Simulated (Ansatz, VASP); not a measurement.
**Cross-check of Sr7C16 between VASP and Ansatz**

Wanted: the spread between two codes on one cell, functional and k mesh. The structure shown is the end of the VASP relaxation below.

Calculated with Ansatz 0.2.0; plane waves, with VASP 6.6.1 beside it; single point at LDA.

## Step 1: The starting structure

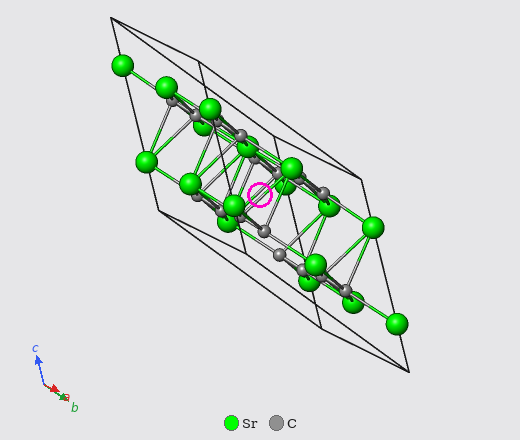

The starting structure, seen slightly off an axis (strontium green, carbon grey). A ring marks the centre wherever it is empty. Some periodic images of atoms are drawn too.

The cell holds 23 atoms: 7 Sr and 16 C. Cell: a = 8.760 Å, b = 8.760 Å, c = 8.760 Å, α = 125.7°, β = 125.7°, γ = 80.4°. It derives from SrC2. Nearest the centre at fractional (0.000, 0.000, 0.250): C14 at 1.75 Å, C17 at 1.82 Å, Sr1 at 2.19 Å, C22 at 2.69 Å, C9 at 2.73 Å, C11 at 3.32 Å, C13 at 3.33 Å, C20 at 3.40 Å.

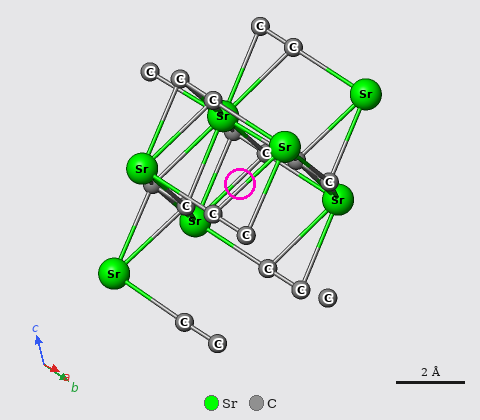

The atoms within 5 Å of the centre. A ring marks the centre wherever it is empty. Bonds to atoms that aren't drawn are left out.

## Step 2: VASP: relaxation, LDA

This run makes the geometry at which the two programs are then compared.

Lines of VASP's logs that name or quote its potential files are left out, and so is its time.

Input file INCAR:

```
SYSTEM = Sr7C16
PREC = Normal
ENCUT = 400
EDIFF = 1E-05
NELM = 120
ISMEAR = 0
SIGMA = 0.05
LREAL = Auto
ALGO = Fast
GGA = CA
NBANDS = 90
LORBIT = 11
LWAVE = .FALSE.
LCHARG = .FALSE.
NCORE = 3
IBRION = 2
NSW = 60
ISIF = 2
EDIFFG = -0.05
POTIM = 0.4
MAXMIX = 40
ISYM = 0
```

Input file POSCAR:

```
Sr7C16
1.0
   -3.9971665446      3.9971665446      6.6916484964
    3.9971665446     -3.9971665446      6.6916484964
    3.9971665446      3.9971665446     -6.6916484964
Sr C
7 16
Direct
    0.0025493066      0.0013583781      0.5029200743
    0.0029320563      0.4974068597     -0.0009952084
    0.0019986421      0.4992014824      0.5001104904
    0.5008881139      0.0015528604      0.0008069585
    0.4988719573     -0.0025629195      0.4977499961
    0.4996623283      0.5010611294      0.0015975524
    0.4993687313      0.4980560108      0.4974004068
    0.3015592983      0.2976323498      0.0025479572
    0.2918303364      0.2897735063      0.4884914084
    0.2976766486      0.7960859383     -0.0005217381
    0.2934710811      0.8015514537      0.5025163275
    0.7994261821      0.3029188277      0.0067284527
    0.7929445473      0.2957817291      0.4945909646
    0.7927258274      0.7960691110     -0.0027978268
    0.7943069886      0.7964903051      0.4974562098
    0.2025150298      0.2026648779      0.0003279054
    0.2058915758      0.2051475015      0.5037149191
    0.2042636787      0.7003862258     -0.0002165983
    0.2018678153      0.7067486428      0.4995180916
    0.6995894268      0.2026633178     -0.0031742794
    0.7023972832      0.2018501730      0.5008178134
    0.7029844078      0.6997146977     -0.0022710800
    0.7026188002      0.7013078368      0.5024893262
```

Input file KPOINTS:

```
Automatic mesh
0
Gamma
2 2 2
0 0 0
```

PAW data sets: Sr_sv and C (LDA family, release 64).

Started as:

```console
mpirun -np 3 vasp_std
```

Numbers of over 12 decimals in the logs are rounded to 6 here.

What it wrote:

```text
[banner, memory and clock lines left out]
running    3 mpi-ranks, on    1 nodes
 distrk:  each k-point on    3 cores,    1 groups
 distr:  one band on    3 cores,    1 groups

 POSCAR found type information on POSCAR SrC
 POSCAR found :  2 types and      23 ions
 LDA part: xc-table for (Slater(with rela. corr.)+CA(PZ))
 , standard interpolation
 POSCAR, INCAR and KPOINTS ok, starting setup
 FFT: planning ... GRIDC
 FFT: planning ... GRID_SOFT
 FFT: planning ... GRID
 WAVECAR not read
 entering main loop
       N       E                     dE             d eps       ncg     rms          rms(c)
DAV:   1     0.669254172706E+03    0.66925E+03   -0.55677E+04  1488   0.111E+03
DAV:   2    -0.110690187083E+03   -0.77994E+03   -0.74487E+03  1768   0.282E+02
DAV:   3    -0.180560594118E+03   -0.69870E+02   -0.68984E+02  1816   0.716E+01
DAV:   4    -0.184583399195E+03   -0.40228E+01   -0.40154E+01  2344   0.172E+01
DAV:   5    -0.184890173349E+03   -0.30677E+00   -0.30673E+00  2192   0.294E+00    0.429E+01
RMM:   6    -0.165507339319E+03    0.19383E+02   -0.43615E+01  1440   0.123E+01    0.296E+01
RMM:   7    -0.164292473807E+03    0.12149E+01   -0.28159E+01  1571   0.989E+00    0.268E+01
RMM:   8    -0.164443145491E+03   -0.15067E+00   -0.64154E+00  1872   0.484E+00    0.186E+01
RMM:   9    -0.164035729215E+03    0.40742E+00   -0.24950E+00  1905   0.270E+00    0.117E+01
RMM:  10    -0.164202829352E+03   -0.16710E+00   -0.34892E+00  1741   0.339E+00    0.665E+00
RMM:  11    -0.163763730074E+03    0.43910E+00   -0.92664E-01  1563   0.184E+00    0.433E+00
RMM:  12    -0.163590686977E+03    0.17304E+00   -0.31444E-01  1971   0.103E+00    0.262E+00
RMM:  13    -0.163564678902E+03    0.26008E-01   -0.11021E-01  2247   0.520E-01    0.206E+00
RMM:  14    -0.163535019288E+03    0.29660E-01   -0.42955E-02  2193   0.331E-01    0.143E+00
RMM:  15    -0.163527412122E+03    0.76072E-02   -0.21296E-02  2205   0.225E-01    0.121E+00
RMM:  16    -0.163518221255E+03    0.91909E-02   -0.95202E-03  2147   0.185E-01    0.907E-01
RMM:  17    -0.163506406947E+03    0.11814E-01   -0.12953E-02  1988   0.226E-01    0.195E-01
RMM:  18    -0.163506639814E+03   -0.23287E-03   -0.29950E-03  2256   0.108E-01    0.158E-01
RMM:  19    -0.163506651205E+03   -0.11391E-04   -0.14572E-03  2247   0.673E-02    0.101E-01
RMM:  20    -0.163506698684E+03   -0.47479E-04   -0.81773E-04  2036   0.508E-02    0.375E-02
RMM:  21    -0.163506725334E+03   -0.26650E-04   -0.44141E-04  1818   0.357E-02    0.172E-02
RMM:  22    -0.163506750148E+03   -0.24814E-04   -0.27722E-04  1639   0.256E-02    0.138E-02
WARNING in EDDRMM: call to ZHEGV failed, returncode =   6  3     35
WARNING in EDDRMM: call to ZHEGV failed, returncode =   6  3     31
RMM:  23    -0.163506758783E+03   -0.86350E-05   -0.10235E-04  1423   0.177E-02    0.102E-02
RMM:  24    -0.163506762444E+03   -0.36611E-05   -0.49920E-05  1277   0.140E-02
   1 F= -.16350676E+03 E0= -.16350072E+03  d E =-.163507E+03
[...]
WARNING in EDDRMM: call to ZHEGV failed, returncode =   6  3     64
[...]
WARNING in EDDRMM: call to ZHEGV failed, returncode =   6  3     55
[...]
WARNING in EDDRMM: call to ZHEGV failed, returncode =   6  3     32
WARNING in EDDRMM: call to ZHEGV failed, returncode =   8  4     34
[... from here on, the cycles between the ionic steps are left out ...]
   2 F= -.16007903E+03 E0= -.16007273E+03  d E =0.342773E+01
  32 F= -.16370560E+03 E0= -.16369648E+03  d E =-.790242E-03
  33 F= -.16370565E+03 E0= -.16369652E+03  d E =-.518791E-04
  34 F= -.16370579E+03 E0= -.16369662E+03  d E =-.193021E-03
  35 F= -.16370600E+03 E0= -.16369678E+03  d E =-.408539E-03
  36 F= -.16370616E+03 E0= -.16369681E+03  d E =-.569037E-03
  37 F= -.16370627E+03 E0= -.16369690E+03  d E =-.102097E-03
  38 F= -.16370647E+03 E0= -.16369704E+03  d E =-.303216E-03
  39 F= -.16370641E+03 E0= -.16369686E+03  d E =-.242702E-03
  40 F= -.16370652E+03 E0= -.16369704E+03  d E =-.353764E-03
  41 F= -.16370662E+03 E0= -.16369712E+03  d E =-.983146E-04
  42 F= -.16370687E+03 E0= -.16369733E+03  d E =-.355077E-03
  43 F= -.16370723E+03 E0= -.16369758E+03  d E =-.710901E-03
  44 F= -.16370730E+03 E0= -.16369746E+03  d E =-.780805E-03
  45 F= -.16370738E+03 E0= -.16369763E+03  d E =-.861578E-03
 curvature:  -4.58 expect dE=-0.818E-02 dE for cont linesearch -0.202E-05
 trial: gam= 1.62315 g(F)=  0.178E-02 g(S)=  0.000E+00 ort = 0.509E-04 (trialstep = 0.139E+00)
 search vector abs. value=  0.174E-01
 bond charge predicted
       N       E                     dE             d eps       ncg     rms          rms(c)
DAV:   1    -0.163707583950E+03   -0.20722E-03   -0.28628E-02  1464   0.517E-01    0.607E-02
RMM:   2    -0.163707570463E+03    0.13487E-04   -0.37516E-04  1440   0.635E-02    0.278E-02
RMM:   3    -0.163707572446E+03   -0.19836E-05   -0.49622E-05  1174   0.212E-02
  46 F= -.16370757E+03 E0= -.16369779E+03  d E =-.192185E-03
 trial-energy change:   -0.000192  1 .order   -0.000187   -0.000259   -0.000115
 step:   0.2491(harm=  0.2491)  dis= 0.00265  next Energy=  -163.707613 (dE=-0.233E-03)
 reached required accuracy - stopping structural energy minimisation
```

From OUTCAR (step 2):

```text
ion  position               nearest neighbor table
   1  0.003  0.001  0.503-  17 2.72  15 2.73  11 2.84  19 2.86  16 2.88   8 2.90  21 2.90  13 2.92
                            14 2.92  22 2.93   2 3.96   4 3.98   4 4.01   2 4.03   6 4.37   5 4.37
   2  0.003  0.497  0.999-  18 2.70  12 2.72  16 2.87   8 2.89  21 2.89  19 2.90  22 2.91  11 2.91
                            13 2.92  14 2.94   1 3.96   7 3.97   7 4.02   1 4.03   6 4.34   5 4.36
   3  0.002  0.499  0.500-  13 2.72  19 2.73  12 2.86  17 2.88   9 2.89  10 2.89  18 2.90  23 2.91
                            20 2.92  15 2.92   6 3.99   6 4.01   7 4.37   1 4.37   4 4.37   2 4.37
   4  0.501  0.002  0.001-  20 2.70  10 2.73  13 2.86   8 2.87  14 2.88  11 2.88  16 2.90  19 2.90
                            21 2.90  22 2.92   7 3.98   1 3.98   1 4.01   7 4.02   6 4.37   3 4.37
   5  0.499  0.997  0.498-  21 2.71  11 2.72  15 2.88  18 2.88  10 2.89  20 2.89   9 2.89  17 2.90
                            23 2.90  12 2.95   6 3.97   6 4.02   2 4.36   1 4.37   7 4.37   4 4.38
   6  0.500  0.501  0.002-   8 2.69  22 2.72  18 2.87  15 2.87  17 2.88  10 2.88  20 2.89  12 2.89
                            23 2.91   9 2.97   5 3.97   3 3.99   3 4.01   5 4.02   2 4.34   7 4.36
   7  0.499  0.498  0.497-  23 2.69   9 2.72   8 2.87  13 2.87  16 2.88  14 2.89  21 2.90  22 2.90
                            19 2.93  11 2.95   2 3.97   4 3.98   4 4.02   2 4.02   6 4.36   3 4.37
   8  0.302  0.298  0.003-  16 1.28   6 2.69   7 2.87   4 2.87   2 2.89   1 2.90
   9  0.292  0.290  0.488-  17 1.25   7 2.72   3 2.89   5 2.89   6 2.97
  10  0.298  0.796  0.999-  18 1.27   4 2.73   6 2.88   5 2.89   3 2.89
  11  0.293  0.802  0.503-  19 1.23   5 2.72   1 2.84   4 2.88   2 2.91   7 2.95
  12  0.799  0.303  0.007-  20 1.27   2 2.72   3 2.86   6 2.89   5 2.95
  13  0.793  0.296  0.495-  21 1.28   3 2.72   4 2.86   7 2.87   1 2.92   2 2.92
  14  0.793  0.796  0.997-  22 1.25   4 2.88   7 2.89   1 2.92   2 2.94
  15  0.794  0.796  0.497-  23 1.28   1 2.73   6 2.87   5 2.88   3 2.92
  16  0.203  0.203  0.000-   8 1.28   2 2.87   7 2.88   1 2.88   4 2.90
  17  0.206  0.205  0.504-   9 1.25   1 2.72   6 2.88   3 2.88   5 2.90
  18  0.204  0.700  1.000-  10 1.27   2 2.70   6 2.87   5 2.88   3 2.90
  19  0.202  0.707  0.500-  11 1.23   3 2.73   1 2.86   2 2.90   4 2.90   7 2.93
  20  0.700  0.203  0.997-  12 1.27   4 2.70   6 2.89   5 2.89   3 2.92
  21  0.702  0.202  0.501-  13 1.28   5 2.71   2 2.89   7 2.90   4 2.90   1 2.90
  22  0.703  0.700  0.998-  14 1.25   6 2.72   7 2.90   2 2.91   4 2.92   1 2.93
  23  0.703  0.701  0.502-  15 1.28   7 2.69   5 2.90   6 2.91   3 2.91

 Found      8 irreducible k-points:

   k-points           NKPTS =      8   k-points in BZ     NKDIM =      8   number of bands    NBANDS=     90

   dimension x,y,z NGX =    48 NGY =   48 NGZ =   48
   dimension x,y,z NGXF=    96 NGYF=   96 NGZF=   96

   ENCUT  =  400.0 eV  29.40 Ry    5.42 a.u.  14.28 14.28 14.28*2*pi/ulx,y,z

   NELECT =     134.0000    total number of electrons

 k-points in reciprocal lattice and weights: Automatic mesh
   0.00000000  0.00000000  0.00000000       0.125
   0.50000000  0.00000000 -0.00000000       0.125
   0.00000000  0.50000000 -0.00000000       0.125
   0.00000000  0.50000000  0.50000000       0.125
   0.50000000  0.00000000  0.50000000       0.125
   0.50000000  0.50000000 -0.00000000       0.125
   0.00000000  0.00000000  0.50000000       0.125
   0.50000000  0.50000000  0.50000000       0.125

 average (electrostatic) potential at core
       1 -38.5242       2 -38.5272       3 -38.2235       4 -38.5229       5 -38.2212
       6 -38.0197       7 -38.5272       8 -56.7777       9 -56.3650      10 -56.3418
      11 -56.4859      12 -56.3846      13 -56.4873      14 -57.0010      15 -56.3677
      16 -57.0233      17 -56.3637      18 -56.3400      19 -56.4842      20 -56.3822
      21 -56.4860      22 -56.7692      23 -56.3693

 E-fermi :   0.0541

 k-point     1 :       0.0000    0.0000    0.0000
  band No.  band energies     occupation
    ...
     63      -0.4639      2.00000
     64      -0.2777      2.00000
     65      -0.2648      2.00000
     66      -0.1314      2.00000
     67      -0.1295      2.00000
     68       0.2199      0.00000
     69       1.7658      0.00000
     70       1.7680      0.00000
     71       3.6004      0.00000
     72       3.7615      0.00000
    ...

 k-point     2 :       0.5000    0.0000   -0.0000
  band No.  band energies     occupation
    ...
     63      -0.4073      2.00000
     64      -0.3058      2.00000
     65      -0.2583      2.00000
     66      -0.2411      2.00000
     67       0.0115      1.77147
     68       0.1673      0.00137
     69       3.0060      0.00000
     70       3.0390      0.00000
     71       3.2418      0.00000
     72       3.2618      0.00000
    ...

 k-point     3 :       0.0000    0.5000   -0.0000
  band No.  band energies     occupation
    ...
     63      -0.4048      2.00000
     64      -0.3065      2.00000
     65      -0.2594      2.00000
     66      -0.2384      2.00000
     67       0.0102      1.78602
     68       0.1663      0.00151
     69       3.0080      0.00000
     70       3.0363      0.00000
     71       3.2395      0.00000
     72       3.2635      0.00000
    ...

  Total       -3.3675520     -3.3657644     -4.3764801     -0.0870980     -0.0318337     -0.0027914
  in kB      -12.6161632    -12.6094662    -16.3960011     -0.3263029     -0.1192616     -0.0104576
  external PRESSURE =     -13.8738768 kB  Pullay stress =       0.0000000 kB

  energy-cutoff  :      400.00
  volume of cell :      427.66
      direct lattice vectors                 reciprocal lattice vectors
    -3.997166545  3.997166545  6.691648496     0.000000000  0.125088608  0.074720004
     3.997166545 -3.997166545  6.691648496     0.125088608  0.000000000  0.074720004
     3.997166545  3.997166545 -6.691648496     0.125088608  0.125088608  0.000000000

 POSITION                                       TOTAL-FORCE (eV/Angst)
 -----------------------------------------------------------------------------------
      1.99484      1.99450     10.03557         0.019593      0.007712      0.010523
      2.00064      5.98908      3.34629        -0.008814      0.015905      0.021352
      3.99450     -0.00064      0.00124         0.004792      0.008713     -0.012662
      5.99510      1.99825      3.34492         0.014555     -0.025835      0.013120
      3.99496     -0.00131      6.69180        -0.010326      0.002761     -0.008049
      3.98863      4.00107     -0.00025         0.022182     -0.014980     -0.037701
      1.99919      1.99911      3.34145        -0.008998     -0.029187      0.022717
      3.99248      4.00052     -2.75125        -0.006495      0.008842      0.047990
      2.04629      2.04835      0.62547        -0.002569     -0.001237     -0.004555
      1.93713     -1.93590      7.32191         0.000331     -0.004865     -0.001013
      3.99880     -0.00455      3.97156         0.000329      0.002593      0.003442
      2.05052      5.94268      0.62935        -0.012821      0.013865     -0.009496
     -0.00413      3.98759      3.97120         0.001983      0.006018      0.007379
      4.01248      3.97779      3.99147         0.002263     -0.003110      0.015337
      1.94232      1.94535      7.31928         0.004210      0.004838     -0.011086
      4.00514      3.97950     -4.00790         0.008445     -0.004083     -0.042598
      2.05349      2.05240     -0.62821        -0.008130     -0.005275      0.000935
      5.92792      2.06159     -0.62324         0.002771     -0.005560     -0.015402
      3.99499     -0.00073      2.71883        -0.002394     -0.001701      0.000993
      2.05341      5.93575     -0.62443        -0.017107      0.015497     -0.000414
      0.00435      4.00117      2.71855        -0.003781     -0.003742      0.000908
      3.98647      4.00131      2.73491        -0.001650      0.006739      0.005085
      1.94364      1.94181      6.06550         0.001632      0.006092     -0.006806
 -----------------------------------------------------------------------------------
    total drift:                               -0.000106      0.006308      0.009816

  FREE ENERGIE OF THE ION-ELECTRON SYSTEM (eV)
  ---------------------------------------------------
  free  energy   TOTEN  =      -163.7075724462 eV

  energy  without entropy=     -163.6879996356  energy(sigma->0) =     -163.69778604

 reached required accuracy - stopping structural energy minimisation

 total charge
# of ion       s       p       d       tot
------------------------------------------
    1        2.010   5.784   0.193   7.987
    2        2.010   5.783   0.193   7.987
    3        2.008   5.786   0.186   7.980
    4        2.010   5.784   0.193   7.987
    5        2.008   5.786   0.187   7.980
    6        2.013   5.794   0.218   8.025
    7        2.010   5.783   0.193   7.987
    8        0.941   1.572   0.000   2.513
    9        0.936   1.570   0.000   2.506
   10        0.936   1.571   0.000   2.507
   11        0.931   1.598   0.000   2.530
   12        0.936   1.569   0.000   2.505
   13        0.931   1.598   0.000   2.530
   14        0.940   1.526   0.000   2.466
   15        0.936   1.569   0.000   2.505
   16        0.940   1.523   0.000   2.463
   17        0.936   1.570   0.000   2.506
   18        0.935   1.571   0.000   2.507
   19        0.931   1.599   0.000   2.530
   20        0.936   1.569   0.000   2.505
   21        0.931   1.599   0.000   2.530
   22        0.941   1.574   0.000   2.515
   23        0.936   1.569   0.000   2.505
--------------------------------------------------
tot         29.042  65.647   1.363  96.052

[... 3 further parts left out ...]
```

CONTCAR:

```
Sr7C16
   1.00000000000000
    -3.9971665446000002    3.9971665446000002    6.6916484964000000
     3.9971665446000002   -3.9971665446000002    6.6916484964000000
     3.9971665446000002    3.9971665446000002   -6.6916484964000000
  Sr              C
     7    16
Direct
     0.9993471712974021    0.9993901864568775    0.4990210507708138
     0.9992000451697849    0.5002920719057693    0.9994232224023593
     0.0000127348175931    0.4997587439218342    0.4995864716783749
     0.4998906861961775    0.9998504024720998    0.9998767835935563
     0.4998482676951240    0.9997361264499478    0.4995611064076078
     0.5004688280423427    0.4989134792247273    0.9994200316848620
     0.4997383976396433    0.4997482343357781    0.5001409772394261
     0.2948458033967052    0.2938409933432014    0.9998333575666972
     0.3029596635127616    0.3027027329311779    0.5121927436190347
     0.3049336627483271    0.7894058028096929    0.0001528348275281
     0.2961851498099569    0.7969595263426179    0.4996352534420120
     0.7903861101228783    0.3035217623913873    0.9998580522149215
     0.7955296976712102    0.2962110327455228    0.4982852197934406
     0.7958194145910747    0.8001576527115585    0.9994917561497366
     0.7902376888251637    0.7898580348150787    0.4863032078291417
     0.1983200640165015    0.2015274708975244    0.9987882599311527
     0.2097920294506541    0.2099284237912381    0.5135998994637936
     0.2113131541468756    0.6949471027759496    0.9993972582801305
     0.2030593897136713    0.7028784318632857    0.4996360519852934
     0.6958376474816399    0.2102013802180430    0.9993535945587018
     0.7036303461116979    0.2036745519853127    0.5010451166617388
     0.7048710595660845    0.7030142768867523    0.9991798227574152
     0.6961130511767257    0.6963418743246186    0.4860260505422567
```

[end of part 1 of 2]

[Lines on the potential files, build, host, timing and source positions are cut from VASP's logs without a mark.]

[Logs are printed without paths, hosts, clocks, repeated set-up lines and the standing remarks that a program may print on its own settings, such as how far it seeks lower states.]

[Hosts, paths, dates, database ids (printed as entryN), source tags and the programs' standing remarks are cut or masked in the printed files.]
